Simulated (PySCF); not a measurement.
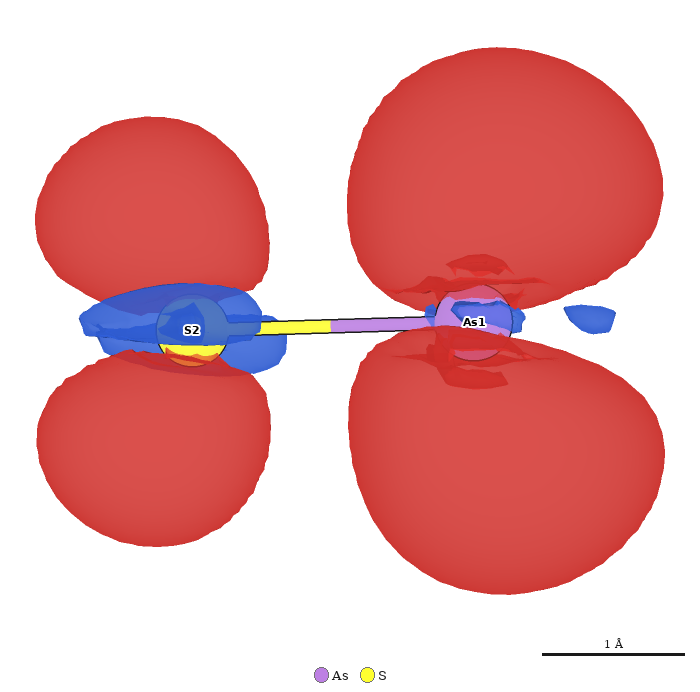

The picture shows: AsS (doublet). Isosurfaces of the spin density at +0.015 (red) and −0.015 e/Å³ (blue), seen from one side.

All numbers below come from PySCF, PBE0/def2-TZVPP, non-relativistic Hamiltonian with scalar-relativistic core potentials where named, at a bond length of 2.017 Å.

**Describe the spin distribution.**

The unpaired spin (1 electron) lies mostly on As1 (about 0.7) and S2 (about 0.3), in electrons by Hirshfeld's partition.
